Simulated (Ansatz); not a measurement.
## Si$_{3}$H$_{7}$O$_{3}$F: geometry relaxation (part 2 of 2)

Continued. System: Si$_{3}$H$_{7}$O$_{3}$F. Method: RKS r2SCAN-D4/STO-3G (Ansatz 0.2.0). It belongs to a series of runs on one base structure; here: start relaxed.

Geometry of the input (Å):
```
Si 0.0000  0.0000  0.0000
O  0.0000  0.0000  1.6800
H  -0.9095  -0.2814  2.0171
O  1.5842  0.0000  -0.5594
Si 2.4906  -1.3762  -0.8866
H  1.6598  -2.3521  -1.5857
H  3.6318  -1.0202  -1.7249
H  2.9691  -1.9538  0.3660
F  -0.7489  1.2974  -0.5295
O  -0.7913  -1.3709  -0.5594
Si -1.6730  -2.4329  0.3983
H  -1.2634  -2.2870  1.7920
H  -3.0964  -2.1323  0.2761
H  -1.4264  -3.8036  -0.0398
```

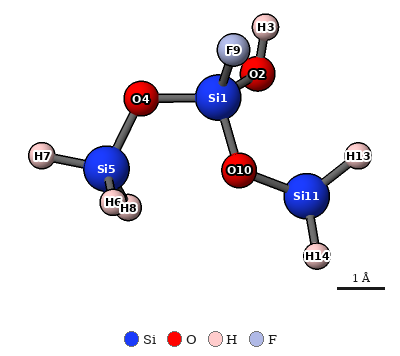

Figure 1. The geometry at step 15 of the log (ball-and-stick view, seen on its broad side; atoms are numbered from 1 in the order of the input).

**Trajectory as extended XYZ, continued**
```
14
Properties=species:S:1:pos:R:3:forces:R:3 step=8 energy=-32204.72503
Si    0.0082   -0.1819    0.0199   -0.0793   0.0553  -0.0782
O     0.2114   -0.0430    1.7099   -0.3441   0.1274   0.1069
H    -0.6907    0.3241    2.0385    0.3050  -0.0918  -0.1148
O     1.4916    0.0524   -0.7161   -0.0093  -0.0524  -0.0199
Si    2.4965   -1.3023   -0.9286    0.0156  -0.0847  -0.0006
H     1.9697   -2.2526   -1.8988    0.0501   0.0956   0.0425
H     3.7631   -0.7870   -1.4159   -0.1113  -0.0363   0.0457
H     2.7203   -2.0213    0.3187   -0.0043   0.0475  -0.0774
F    -0.9947    0.9910   -0.5153    0.0704  -0.0665   0.0885
O    -0.5569   -1.6880   -0.4693    0.0601  -0.0717   0.0439
Si   -1.7336   -2.5081    0.4388   -0.0713   0.0337  -0.1211
H    -1.4111   -2.5669    1.8544   -0.0068  -0.0150  -0.0018
H    -3.0412   -1.8746    0.3049    0.1176  -0.0498   0.0384
H    -1.8061   -3.8548   -0.0969    0.0074   0.1087   0.0479
14
Properties=species:S:1:pos:R:3:forces:R:3 step=9 energy=-32204.74505
Si    0.0078   -0.2019    0.0287   -0.0076  -0.0093   0.0681
O     0.1622   -0.0276    1.7215   -0.0403   0.0035  -0.0335
H    -0.6975    0.4424    2.0074    0.0142   0.0233  -0.0537
O     1.4939    0.0487   -0.6919   -0.0111  -0.0085  -0.0051
Si    2.4911   -1.3042   -0.9398   -0.0114  -0.0193  -0.0005
H     1.9925   -2.1892   -1.9770   -0.0031   0.0050  -0.0175
H     3.7685   -0.7737   -1.3623    0.0184   0.0077  -0.0001
H     2.6815   -2.0860    0.2699   -0.0108  -0.0029  -0.0004
F    -1.0226    0.9296   -0.5340   -0.0052   0.0015   0.0373
O    -0.4808   -1.7482   -0.4201    0.0388   0.0177   0.0067
Si   -1.7172   -2.5164    0.4528    0.0123  -0.0195   0.0303
H    -1.4147   -2.6263    1.8704   -0.0009  -0.0120  -0.0235
H    -2.9874   -1.8198    0.3306    0.0149   0.0263  -0.0084
H    -1.8508   -3.8406   -0.1120   -0.0082  -0.0135   0.0001
14
Properties=species:S:1:pos:R:3:forces:R:3 step=10 energy=-32204.75500
Si    0.0090   -0.2231    0.0506   -0.0161  -0.1584  -0.0148
O     0.0911    0.0003    1.7407   -0.6173   0.4501   0.2233
H    -0.7102    0.6241    1.9505    0.5974  -0.4324  -0.2255
O     1.4997    0.0478   -0.6507    0.0365   0.0091  -0.0280
Si    2.4807   -1.3071   -0.9572   -0.0432  -0.0977   0.0003
H     2.0007   -2.1078   -2.0756    0.0483   0.0780   0.0741
H     3.7826   -0.7685   -1.2970   -0.0410  -0.0342   0.0108
H     2.6117   -2.1762    0.2046    0.0142   0.0576  -0.0893
F    -1.0573    0.8563   -0.5486    0.0006  -0.0057   0.0087
O    -0.3823   -1.8167   -0.3499   -0.0325   0.1302   0.0538
Si   -1.6866   -2.5391    0.4731   -0.0083   0.0029   0.0000
H    -1.4089   -2.7216    1.8894   -0.0281  -0.0013  -0.0522
H    -2.9041   -1.7467    0.3535    0.0750  -0.0579   0.0229
H    -1.8993   -3.8347   -0.1391    0.0147   0.0597   0.0158
14
Properties=species:S:1:pos:R:3:forces:R:3 step=11 energy=-32204.76589
Si    0.0078   -0.2242    0.0608    0.0265  -0.0903   0.0852
O     0.0486    0.0318    1.7529   -0.3217   0.1697  -0.0522
H    -0.7240    0.6906    1.9146    0.2719  -0.1980  -0.0963
O     1.5109    0.0436   -0.6160    0.0082  -0.0174  -0.0019
Si    2.4714   -1.3172   -0.9581    0.0543  -0.0379  -0.0156
H     2.0005   -2.0626   -2.1159   -0.0070   0.0143   0.0938
H     3.7804   -0.7848   -1.2740   -0.0067  -0.0080   0.0125
H     2.6003   -2.2224    0.1764   -0.0382   0.0443  -0.1095
F    -1.0480    0.8461   -0.5731   -0.0069  -0.0130   0.0177
O    -0.3675   -1.8234   -0.3326    0.0057   0.1701   0.0662
Si   -1.6741   -2.5486    0.4813   -0.0139  -0.0645   0.0748
H    -1.3973   -2.7701    1.8921    0.0063   0.0119  -0.0575
H    -2.8828   -1.7439    0.3928    0.0228  -0.0211  -0.0128
H    -1.8997   -3.8282   -0.1569   -0.0014   0.0398  -0.0044
14
Properties=species:S:1:pos:R:3:forces:R:3 step=12 energy=-32204.76671
Si    0.0115   -0.2136    0.0867   -0.1817  -0.0349  -0.5578
O    -0.1235   -0.0161    1.7559    0.0899  -0.0437   0.4309
H    -0.6517    0.8438    1.8512   -0.1182   0.2425   0.1013
O     1.5500    0.0323   -0.5111    0.0518   0.1870  -0.0229
Si    2.4734   -1.3204   -0.9577   -0.2029  -0.0443   0.0667
H     1.9311   -2.0042   -2.1165    0.0216  -0.0221  -0.0455
H     3.7933   -0.8287   -1.2867   -0.0011   0.0613   0.0131
H     2.5793   -2.2695    0.1324    0.0682  -0.0993   0.0204
F    -1.0087    0.8556   -0.6130    0.1788   0.0494   0.0724
O    -0.3909   -1.7792   -0.3219    0.0292  -0.4131  -0.0736
Si   -1.6548   -2.5709    0.4919    0.0873   0.2372  -0.0896
H    -1.3489   -2.8077    1.8880    0.0075  -0.0576   0.0773
H    -2.8831   -1.7981    0.4231   -0.0398  -0.0272   0.0274
H    -1.8505   -3.8363   -0.1780    0.0094  -0.0352  -0.0199
14
Properties=species:S:1:pos:R:3:forces:R:3 step=13 energy=-32204.79243
Si   -0.0087   -0.1947    0.0539    0.0391  -0.0016   0.1378
O    -0.1978    0.0269    1.7375   -0.1310   0.1476  -0.0390
H    -0.7204    0.9076    1.7905    0.1282  -0.1954   0.0056
O     1.5605    0.0386   -0.4769   -0.0049  -0.0191  -0.0289
Si    2.4350   -1.3489   -0.9345   -0.0188   0.0163   0.0272
H     1.9285   -1.9609   -2.1501    0.0042   0.0026   0.0042
H     3.7833   -0.8827   -1.1845   -0.0236  -0.0117   0.0121
H     2.4722   -2.3551    0.1135    0.0196   0.0021  -0.0326
F    -0.9605    0.9259   -0.6446   -0.0404   0.0976  -0.1136
O    -0.4000   -1.7660   -0.3841    0.0440  -0.0169  -0.0049
Si   -1.6005   -2.5800    0.5010   -0.0571  -0.0023   0.0514
H    -1.1725   -2.8951    1.8532   -0.0077  -0.0003  -0.0224
H    -2.8353   -1.8149    0.5786    0.0425  -0.0122   0.0119
H    -1.8572   -3.8137   -0.2091    0.0059  -0.0068  -0.0089
14
Properties=species:S:1:pos:R:3:forces:R:3 step=14 energy=-32204.79980
Si   -0.0260   -0.1756    0.0312    0.0296  -0.0263   0.0337
O    -0.2979   -0.0016    1.7065   -0.0112  -0.0522  -0.0577
H    -0.7422    0.9106    1.7933   -0.0051   0.0672  -0.0131
O     1.5687    0.0284   -0.4282    0.0333  -0.0076  -0.0018
Si    2.4256   -1.3555   -0.9218   -0.0036   0.0029   0.0189
H     1.9206   -1.9288   -2.1566   -0.0066   0.0092  -0.0011
H     3.7795   -0.8982   -1.1512    0.0030   0.0007   0.0005
H     2.4554   -2.3947    0.0924   -0.0100  -0.0037  -0.0014
F    -0.8858    0.9769   -0.7378   -0.0459  -0.0039   0.0324
O    -0.4289   -1.7430   -0.4137   -0.0089   0.0022  -0.0102
Si   -1.5803   -2.5785    0.5194    0.0038  -0.0154   0.0054
H    -1.0810   -2.9306    1.8369    0.0036   0.0051  -0.0124
H    -2.8127   -1.8261    0.6814    0.0149   0.0129   0.0065
H    -1.8683   -3.7963   -0.2076    0.0032   0.0089   0.0003
14
Properties=species:S:1:pos:R:3:forces:R:3 step=15 energy=-32204.78467 accepted=F
Si   -0.0413   -0.1664    0.0195    0.0326   0.0234  -0.1155
O    -0.4057   -0.0184    1.6817   -0.3330   1.2120   0.0064
H    -0.7112    0.9787    1.7618    0.3213  -1.0879   0.0020
O     1.5768    0.0211   -0.3763   -0.0391   0.0244   0.0258
Si    2.4132   -1.3627   -0.9059   -0.0519  -0.0425   0.0035
H     1.9043   -1.8857   -2.1634    0.0276   0.0219   0.0316
H     3.7781   -0.9239   -1.1086   -0.0141  -0.0089   0.0083
H     2.4100   -2.4370    0.0742    0.0043   0.0336  -0.0273
F    -0.8529    1.0027   -0.7871    0.0649  -0.1260   0.1312
O    -0.4504   -1.7252   -0.4388   -0.0626  -0.1216  -0.0060
Si   -1.5553   -2.5906    0.5277    0.0042   0.0972   0.0366
H    -0.9894   -2.9779    1.8124   -0.0278   0.0287  -0.1029
H    -2.7797   -1.8390    0.7700    0.0820  -0.0783  -0.0202
H    -1.8700   -3.7887   -0.2229   -0.0084   0.0239   0.0264
14
Properties=species:S:1:pos:R:3:forces:R:3 step=16 energy=-32204.80338
Si   -0.0347   -0.1744    0.0211   -0.0104  -0.0148   0.0127
O    -0.3494   -0.0043    1.6880   -0.0202   0.0272  -0.0020
H    -0.7150    0.9440    1.7791    0.0279  -0.0403  -0.0249
O     1.5706    0.0264   -0.4078   -0.0046   0.0165  -0.0015
Si    2.4207   -1.3582   -0.9127   -0.0216  -0.0034   0.0026
H     1.9229   -1.9027   -2.1635    0.0019   0.0030   0.0011
H     3.7824   -0.9127   -1.1182   -0.0010   0.0045   0.0055
H     2.4257   -2.4155    0.0831   -0.0051  -0.0003  -0.0007
F    -0.8891    0.9797   -0.7531    0.0177  -0.0168   0.0044
O    -0.4379   -1.7401   -0.4309    0.0022   0.0052   0.0086
Si   -1.5674   -2.5838    0.5228   -0.0026   0.0216  -0.0049
H    -1.0325   -2.9533    1.8210    0.0074   0.0003  -0.0051
H    -2.7906   -1.8269    0.7268    0.0060  -0.0031   0.0062
H    -1.8791   -3.7912   -0.2114    0.0025   0.0006  -0.0021
14
Properties=species:S:1:pos:R:3:forces:R:3 step=17 energy=-32204.80348
Si   -0.0462   -0.1703    0.0059   -0.0006   0.0299  -0.0082
O    -0.4064   -0.0090    1.6647   -0.0468   0.2106  -0.0054
H    -0.7009    0.9671    1.7595    0.0572  -0.2043  -0.0036
O     1.5708    0.0252   -0.3851   -0.0362   0.0207   0.0029
Si    2.4087   -1.3626   -0.9015    0.0078  -0.0335   0.0008
H     1.9270   -1.8714   -2.1751    0.0210   0.0133   0.0295
H     3.7813   -0.9301   -1.0667   -0.0247  -0.0229   0.0006
H     2.3746   -2.4427    0.0716    0.0085   0.0320  -0.0304
F    -0.8735    0.9923   -0.7865    0.0357  -0.0453   0.0169
O    -0.4497   -1.7334   -0.4535   -0.0363   0.0058   0.0218
Si   -1.5484   -2.5861    0.5299   -0.0138  -0.0047   0.0441
H    -0.9576   -2.9836    1.7990   -0.0345   0.0275  -0.0727
H    -2.7624   -1.8293    0.7982    0.0658  -0.0448  -0.0161
H    -1.8908   -3.7791   -0.2161   -0.0031   0.0156   0.0196
14
Properties=species:S:1:pos:R:3:forces:R:3 step=18 energy=-32204.80453
Si   -0.0443   -0.1703    0.0094   -0.0108   0.0060   0.0105
O    -0.3856   -0.0067    1.6719   -0.0118   0.0466  -0.0263
H    -0.7019    0.9589    1.7657    0.0158  -0.0452   0.0046
O     1.5680    0.0278   -0.3960   -0.0087   0.0026  -0.0030
Si    2.4099   -1.3609   -0.9037    0.0230  -0.0151  -0.0051
H     1.9318   -1.8799   -2.1733   -0.0037   0.0034   0.0143
H     3.7809   -0.9292   -1.0759   -0.0079   0.0017   0.0044
H     2.3851   -2.4336    0.0760   -0.0098   0.0107  -0.0100
F    -0.8792    0.9900   -0.7766    0.0157  -0.0243   0.0099
O    -0.4496   -1.7334   -0.4489   -0.0144   0.0081   0.0053
Si   -1.5538   -2.5865    0.5265   -0.0030   0.0073   0.0271
H    -0.9760   -2.9726    1.8026   -0.0088   0.0039  -0.0275
H    -2.7700   -1.8322    0.7801    0.0206  -0.0141  -0.0080
H    -1.8885   -3.7845   -0.2136    0.0039   0.0083   0.0038
14
Properties=species:S:1:pos:R:3:forces:R:3 step=19 energy=-32204.80499
Si   -0.0549   -0.1672   -0.0038   -0.0330   0.0403  -0.0457
O    -0.3945   -0.0222    1.6586   -0.0008   0.0014   0.0230
H    -0.6508    0.9561    1.7847    0.0072  -0.0064  -0.0143
O     1.5556    0.0320   -0.4157    0.0049   0.0067   0.0039
Si    2.4087   -1.3589   -0.8966   -0.0150  -0.0085   0.0026
H     1.9477   -1.8905   -2.1669    0.0007   0.0033   0.0029
H     3.7815   -0.9277   -1.0513    0.0029  -0.0015   0.0029
H     2.3636   -2.4222    0.0920    0.0052   0.0009  -0.0014
F    -0.8822    1.0001   -0.7875    0.0192  -0.0228   0.0260
O    -0.4780   -1.7221   -0.4694    0.0038  -0.0140  -0.0012
Si   -1.5550   -2.5867    0.5247    0.0026  -0.0001   0.0002
H    -0.9509   -2.9699    1.7881   -0.0006  -0.0031  -0.0003
H    -2.7744   -1.8473    0.7996    0.0012   0.0008   0.0004
H    -1.8896   -3.7866   -0.2122    0.0016   0.0032   0.0010
14
Properties=species:S:1:pos:R:3:forces:R:3 step=20 energy=-32204.80514
Si   -0.0582   -0.1650   -0.0078   -0.0223   0.0169  -0.0292
O    -0.3964   -0.0228    1.6552   -0.0060   0.0181   0.0195
H    -0.6419    0.9583    1.7836    0.0072  -0.0194  -0.0074
O     1.5525    0.0340   -0.4187    0.0091   0.0036   0.0001
Si    2.4052   -1.3595   -0.8935   -0.0010  -0.0021   0.0058
H     1.9478   -1.8915   -2.1647    0.0014  -0.0015  -0.0003
H     3.7798   -0.9316   -1.0425    0.0001   0.0027  -0.0033
H     2.3573   -2.4211    0.0965   -0.0048  -0.0020   0.0004
F    -0.8843    1.0038   -0.7890    0.0100  -0.0105   0.0139
O    -0.4819   -1.7196   -0.4744    0.0076  -0.0051   0.0019
Si   -1.5521   -2.5876    0.5241   -0.0014  -0.0027  -0.0077
H    -0.9407   -2.9757    1.7823    0.0030   0.0016   0.0039
H    -2.7702   -1.8496    0.8078   -0.0023   0.0016   0.0039
H    -1.8903   -3.7851   -0.2146   -0.0007  -0.0012  -0.0015
14
Properties=species:S:1:pos:R:3:forces:R:3 step=21 energy=-32204.80523
Si   -0.0633   -0.1613   -0.0144   -0.0001  -0.0182   0.0081
O    -0.3975   -0.0246    1.6505   -0.0073   0.0244   0.0024
H    -0.6268    0.9598    1.7839    0.0037  -0.0214   0.0018
O     1.5476    0.0377   -0.4256    0.0096   0.0011  -0.0046
Si    2.4004   -1.3603   -0.8873   -0.0081   0.0024  -0.0106
H     1.9502   -1.8964   -2.1592    0.0003  -0.0025  -0.0044
H     3.7767   -0.9360   -1.0312   -0.0001  -0.0030   0.0070
H     2.3404   -2.4188    0.1055    0.0064   0.0022   0.0055
F    -0.8884    1.0102   -0.7903   -0.0056   0.0100  -0.0054
O    -0.4878   -1.7154   -0.4832    0.0035   0.0042   0.0017
Si   -1.5475   -2.5894    0.5213   -0.0010   0.0092   0.0021
H    -0.9236   -2.9803    1.7725    0.0048  -0.0034  -0.0001
H    -2.7633   -1.8540    0.8212   -0.0045  -0.0015  -0.0028
H    -1.8906   -3.7842   -0.2195   -0.0017  -0.0036  -0.0005
14
Properties=species:S:1:pos:R:3:forces:R:3 step=22 energy=-32204.80527
Si   -0.0657   -0.1598   -0.0172    0.0057  -0.0105   0.0102
O    -0.3967   -0.0264    1.6487   -0.0066   0.0195   0.0003
H    -0.6170    0.9592    1.7873    0.0038  -0.0198  -0.0017
O     1.5447    0.0392   -0.4318    0.0019  -0.0001  -0.0067
Si    2.3985   -1.3606   -0.8863   -0.0003   0.0030   0.0067
H     1.9531   -1.9014   -2.1581    0.0009  -0.0010  -0.0007
H     3.7757   -0.9374   -1.0245   -0.0005  -0.0011  -0.0025
H     2.3360   -2.4144    0.1113    0.0001  -0.0010  -0.0011
F    -0.8907    1.0136   -0.7903   -0.0061   0.0104  -0.0049
O    -0.4927   -1.7125   -0.4874    0.0000   0.0013   0.0020
Si   -1.5472   -2.5892    0.5203    0.0021  -0.0016  -0.0025
H    -0.9164   -2.9812    1.7679   -0.0016   0.0016   0.0008
H    -2.7644   -1.8578    0.8246    0.0014   0.0007   0.0013
H    -1.8905   -3.7842   -0.2202   -0.0008  -0.0013  -0.0012
```

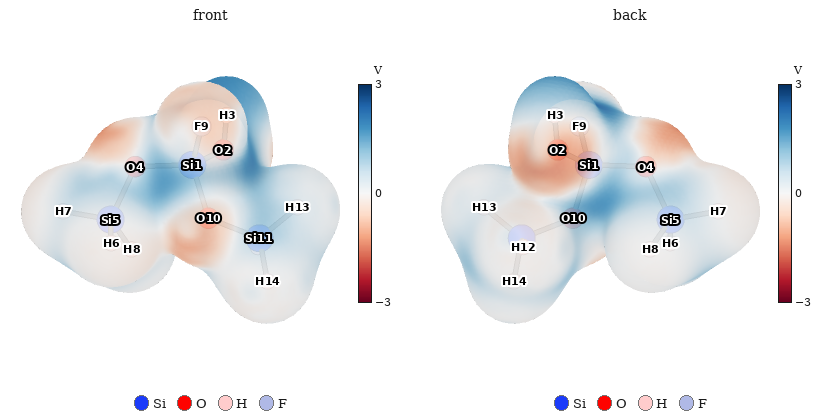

Figure 2. The molecular electrostatic potential painted on the density surface at 0.002 e/bohr³, seen at a tilt and from behind; the colour scale runs from red (negative) to blue (positive).

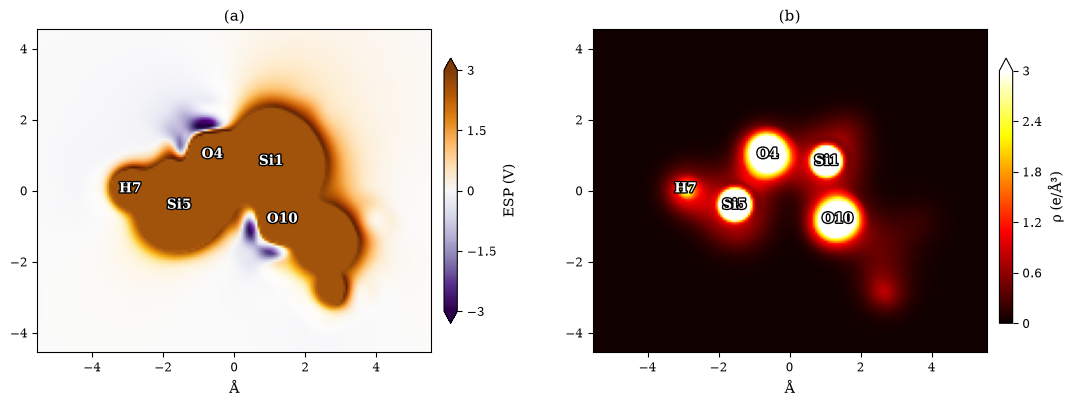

Figure 3. (a) electrostatic potential; (b) electron density on the plane of atoms O4, Si5 and H7. The section cuts through Si, O and H sites. Si–O (1.67 Å): ρ is about 1 e/Å³ halfway. Si–H (1.45 Å): ρ at the midpoint is about 0.76 e/Å³.

**Summary**

- outcome: converged
- total energy: −32204.8053 eV
- mean-field energy: −32204.7050 eV
- largest force (length of the vector) at the end: 0.021 eV/Å
- wall time: 3.1 min
- peak memory: 0.17 GiB
